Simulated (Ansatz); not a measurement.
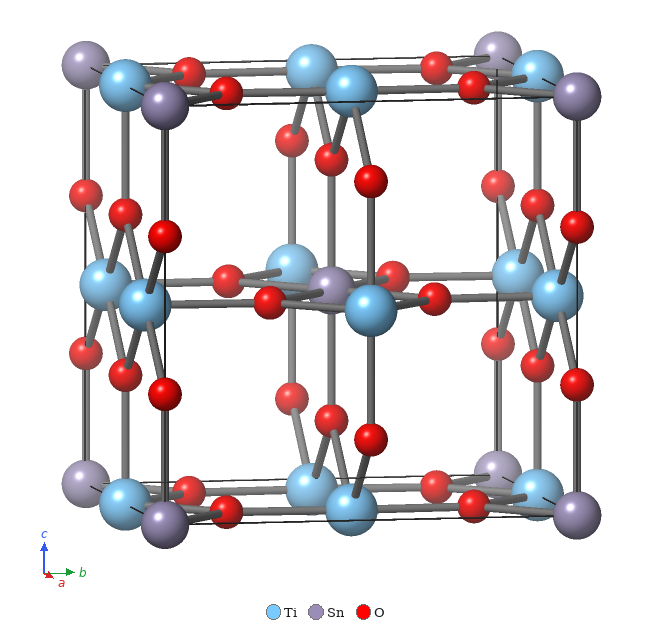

Shown here is a ball-and-stick view of the crystal, taken slightly off an axis. Thin lines show the conventional unit cell, with boundary atoms drawn in all their periodic places.

Ti$_{3}$SnO$_{8}$, space group Immm (No. 71), a = 6.065 Å, b = 6.639 Å, c = 6.643 Å, α = 90.00°, β = 90.00°, γ = 90.00°. The structure was taken from a structure type filled with these elements by a generator (whether the compound takes this form wasn't checked). Earlier steps of the study may have refined or changed the cell and positions. It was run through Ansatz as a DFT input.

This one geometry was computed with Ansatz (DFT, plane waves, PAW) at three levels of theory: PBE, PBE+U (U_eff = 4.00 eV on Ti d) and r2SCAN.

Which level gives the highest pressure at this volume, and what does that say about its equilibrium volume?

Answer. Highest: PBE+U (U_eff = 4.00 eV on Ti d) (2.3 GPa), which points to the largest equilibrium volume. Lowest, with the smallest volume: r2SCAN (-6.0 GPa). Levels within 0.5 GPa of each other can't be told apart.

How does the band gap change with the level of theory?

Answer. PBE: a gap of 1.71 eV, direct; r2SCAN: a gap of 2.14 eV, direct; PBE+U (U_eff = 4.00 eV on Ti d): a gap of 2.16 eV, direct.

Collect the results in a table.

Answer.
| level | cutoff (eV) | k-mesh of the run's cell | gap (eV) | pressure (GPa) |
| --- | --- | --- | --- | --- |
| PBE | 420 | 6×6×6 | 1.71 | 0.0 |
| PBE+U (U_eff = 4.00 eV on Ti d) | 420 | 6×6×6 | 2.16 | 2.3 |
| r2SCAN | 500 | 6×6×6 | 2.14 | -6.0 |

Gaps are taken on the k-mesh or band path of each run.
